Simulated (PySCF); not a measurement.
```yaml
atoms:
  - { symbol: N, position_ang: [2.0462, 1.0247, 0.7397] }
  - { symbol: B, position_ang: [1.4429, 0.5886, -0.4232] }
  - { symbol: Si, position_ang: [0.3946, -1.0649, -0.4234] }
  - { symbol: C, position_ang: [-1.4718, -0.7110, -0.7321] }
  - { symbol: Si, position_ang: [-2.2454, 0.5094, 0.4827] }
  - { symbol: H, position_ang: [2.5860, 1.8725, 0.8187] }
  - { symbol: H, position_ang: [1.9988, 0.5263, 1.6143] }
  - { symbol: H, position_ang: [1.5891, 1.2758, -1.3689] }
  - { symbol: H, position_ang: [0.4253, -1.8131, 0.8581] }
  - { symbol: H, position_ang: [0.7755, -2.0847, -1.4261] }
  - { symbol: H, position_ang: [-2.0189, -1.6533, -0.7048] }
  - { symbol: H, position_ang: [-1.5809, -0.3263, -1.7469] }
  - { symbol: H, position_ang: [-1.6312, 1.8376, 0.4325] }
  - { symbol: H, position_ang: [-2.3108, 0.0180, 1.8573] }
```

Geometry: GFN2-xTB.

Theory: UKS B3LYP, pcH-1 on B C H N Si, non-relativistic, mean-field spin-orbit, GIAO in PySCF 2.14.0, density-fitted response routines.

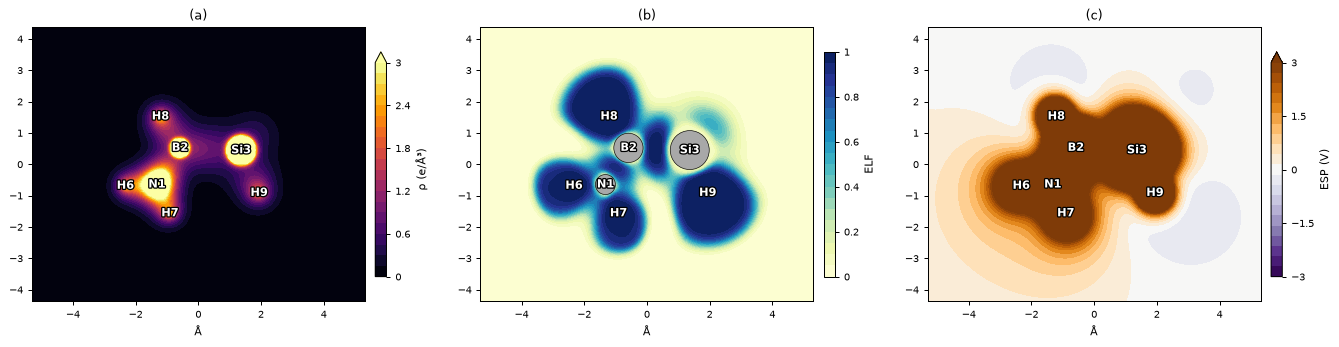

CH$_{9}$BNSi$_{2}$ (SMILES NB[SiH2]C[SiH2]) (doublet). (a) total electron density; (b) electron localisation function; (c) electrostatic potential on the plane of atoms B2, N1 and H6. Grey discs cover the atomic cores in the ELF map.

Question: Describe what can be read from this map.

Answer: The section cuts through N, B, Si and H sites. B–N (1.38 Å): ρ is about 2 e/Å³ halfway; the ELF peaks at about 0.95 between the atoms; a short, strongly polar bond. Si–B (1.96 Å): ρ at the midpoint is about 0.86 e/Å³; the ELF peaks at about 1 between the atoms (a covalent bond). N–H (1.01 Å): the density is about 2.9 e/Å³ at the midpoint; the ELF climbs to about 1 towards the hydrogen, as it does in any bond to H (a covalent bond by its length). B–H (1.18 Å): ρ at the midpoint is about 1.3 e/Å³; the ELF climbs to about 1 towards the hydrogen: a covalent bond by its length. Si–H (1.48 Å): ρ is about 0.78 e/Å³ halfway; the ELF climbs to about 1 towards the hydrogen. Outside the dense part of the molecule the potential is most negative (−0.3 V) near H9.
